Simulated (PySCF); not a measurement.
## Electronic structure of C6H17NSi in real space

| atom | x (Å) | y (Å) | z (Å) |
| --- | --- | --- | --- |
| C | 1.7239 | -0.0204 | 1.7270 |
| N | 1.7215 | 0.1726 | 0.2979 |
| C | 3.0482 | 0.4508 | -0.1924 |
| Si | 0.3671 | 0.7850 | -0.5713 |
| C | -1.2610 | -0.1487 | -0.1902 |
| C | -2.2133 | 0.1114 | -1.3583 |
| C | -1.9414 | 0.3555 | 1.0825 |
| C | -1.0295 | -1.6552 | -0.0822 |
| H | 0.7247 | -0.2572 | 2.0760 |
| H | 2.0740 | 0.8735 | 2.2588 |
| H | 2.3906 | -0.8487 | 1.9859 |
| H | 3.7251 | -0.3582 | 0.0946 |
| H | 3.0307 | 0.5273 | -1.2749 |
| H | 3.4448 | 1.3888 | 0.2147 |
| H | 0.7307 | 0.5496 | -1.9733 |
| H | 0.1003 | 2.2285 | -0.3908 |
| H | -3.1691 | -0.3855 | -1.1902 |
| H | -1.7957 | -0.2623 | -2.2899 |
| H | -2.4001 | 1.1768 | -1.4741 |
| H | -1.3392 | 0.1599 | 1.9669 |
| H | -2.9040 | -0.1389 | 1.2198 |
| H | -2.1192 | 1.4274 | 1.0247 |
| H | -0.5716 | -2.0362 | -0.9926 |
| H | -1.9753 | -2.1776 | 0.0684 |
| H | -0.3731 | -1.8939 | 0.7509 |

Geometry: GFN2-xTB.

All numbers below come from PBE0/pcSseg-1, SCF density, gas phase, non-relativistic (PySCF).

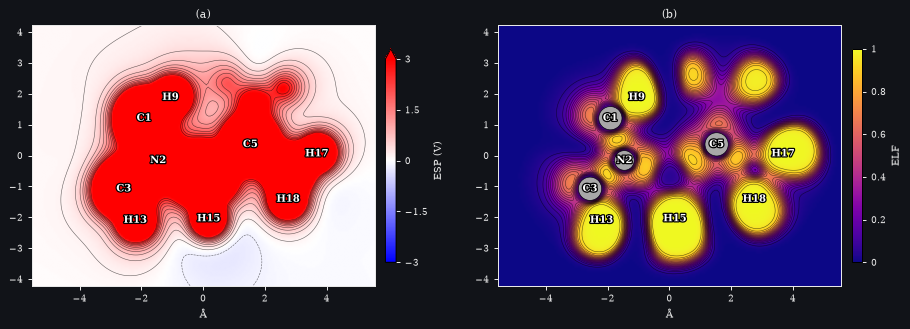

Figure 1. (a) electrostatic potential; (b) ELF on the plane of atoms N2, C1 and H9. Grey discs cover the atomic cores in the ELF map.

Q: What does the map show?

A: Atoms in the plane: C, N and H. C–N (1.44 Å): the ELF peaks at about 0.90 between the atoms (a shared electron pair). C–H (1.08 Å): the ELF climbs to about 1 towards the hydrogen, as it does in any bond to H: a covalent bond by its length. The potential has no marked negative region in this plane.

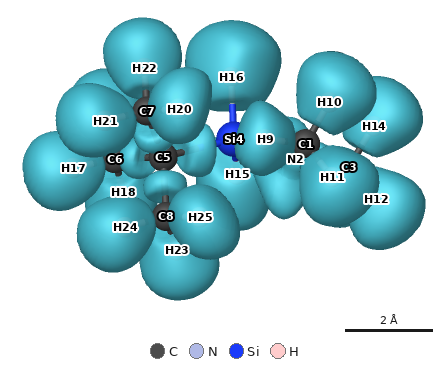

Figure 2. Isosurface of the electron localisation function at 0.75 (cyan), seen from one side. Only the valence region is drawn (cores and ρ < 0.01 e/Å³ removed).

Q: Identify the bonds, lone pairs and shells in this picture.

A: The surface consists of three regions between bonded C–C atoms (shared pairs), one region between bonded C–Si atoms (shared pairs), 17 regions around hydrogen nuclei and one region on N in which the atom's valence shell and bonds are merged.


 C–C (1.53 Å): the ELF peaks at about 0.95 between the atoms, as expected for localised, covalent bonding.

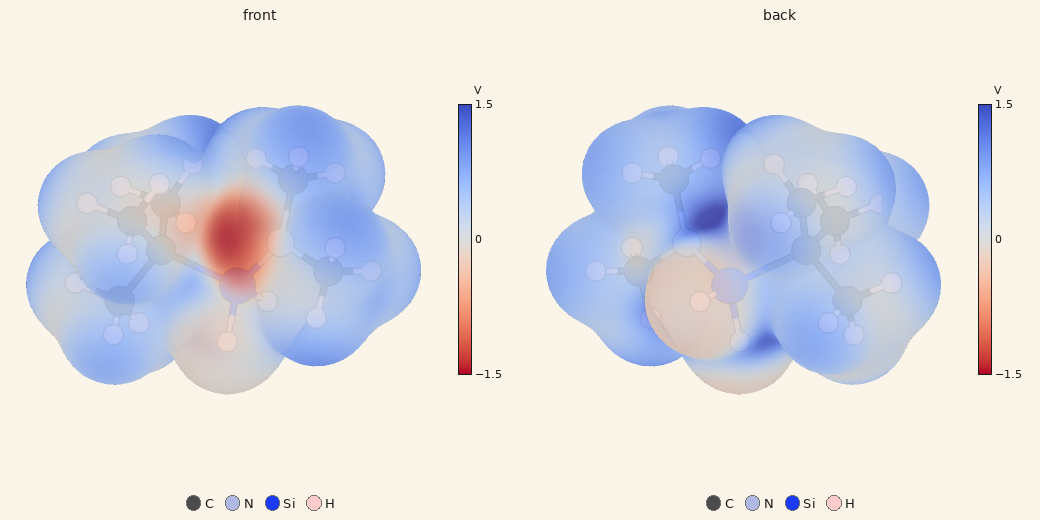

Figure 3. The electrostatic potential painted on the density surface at 0.004 e/bohr³, seen from the front and from behind; red is negative and blue positive.

Q: Which sites attract a positive test charge, and which a negative one?

A: A positive charge is drawn to the negative regions and a negative charge to the positive ones. The most negative region (about −1.3 V) lies over N2, the most positive (about +1.4 V) over Si4. N2 is the likeliest acceptor of a hydrogen bond.
